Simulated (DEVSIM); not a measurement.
Device: Schottky contact on n-type GaAs, at 300 K.

| layer (left to right) | material | thickness (μm) | Nd (cm⁻³) | τn (s) | τp (s) |
|---|---|---|---|---|---|
| 1 | GaAs | 16.0 | 8.4e14 | 6.5e-9 | 6.5e-9 |

Left contact: Schottky, work function 5.18 eV, emission velocity 5.1e6 cm/s. Right contact: ohmic. Voltage is applied to the left contact. Recombination: SRH at mid-gap, radiative. Mobility is μmin + (μ − μmin)/(1 + (N/Nref)^α).

This is a model device: material constants are rounded textbook-type values typed into the input, and sizes, dopings and lifetimes were drawn at random. Values at 300 K.

```tsv
parameter	GaAs
gap (eV)	1.424
affinity (eV)	4.07
permittivity	12.9
Nc (cm⁻³)	4.7e17
Nv (cm⁻³)	9e18
μn (cm²/Vs)	8500
μp (cm²/Vs)	400
μn,min	500
μp,min	20
Nref,n	6e16
Nref,p	1.5e17
αn	0.39
αp	0.38
B (cm³/s)	2e-10
```

Model (solved in DEVSIM): 1D drift-diffusion, Boltzmann statistics, complete ionisation; no tunnelling, impact ionisation, image-force lowering or self-heating. Metal contacts follow the ideal Schottky-Mott rule: no Fermi-level pinning, no interface dipoles.

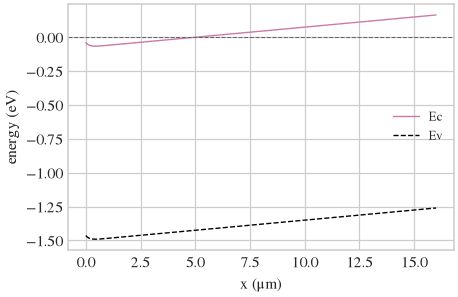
Fig. 1. Band edges at 1.15 V on the left contact

Energies count from the Fermi level of the right contact; mesh points crowd at the junctions.

```tsv
x (μm)	Ec (eV)	Ev (eV)	n (cm⁻³)	p (cm⁻³)	field (V/cm)
0.000	-0.040	-1.464	1.8e14	4.8e13	-1900
0.01516	-0.043	-1.467	2.1e14	4.3e13	-1800
0.04252	-0.047	-1.471	2.6e14	3.6e13	-1500
0.08445	-0.053	-1.477	3.4e14	2.8e13	-1200
0.1927	-0.062	-1.486	5.5e14	1.9e13	-550
0.3292	-0.066	-1.490	7.2e14	1.5e13	-140
0.5755	-0.066	-1.490	8.3e14	1.2e13	97
1.126	-0.058	-1.482	8.5e14	1.1e13	150
1.928	-0.046	-1.470	8.5e14	9.1e12	150
3.156	-0.028	-1.452	8.5e14	7.0e12	150
5.375	0.005	-1.419	8.4e14	4.4e12	150
9.739	0.070	-1.354	8.4e14	1.7e12	150
12.32	0.109	-1.315	8.4e14	9.7e11	150
13.75	0.130	-1.294	8.4e14	6.6e11	150
14.89	0.147	-1.277	8.4e14	3.9e11	150
15.33	0.153	-1.270	8.4e14	2.6e11	150
15.61	0.158	-1.266	8.4e14	1.6e11	150
15.77	0.160	-1.264	8.4e14	9.8e10	150
15.90	0.162	-1.262	8.4e14	4.5e10	150
15.95	0.163	-1.261	8.4e14	2.4e10	150
15.98	0.163	-1.261	8.4e14	1.1e10	150
16.00	0.164	-1.260	8.4e14	< 1e2	150
```
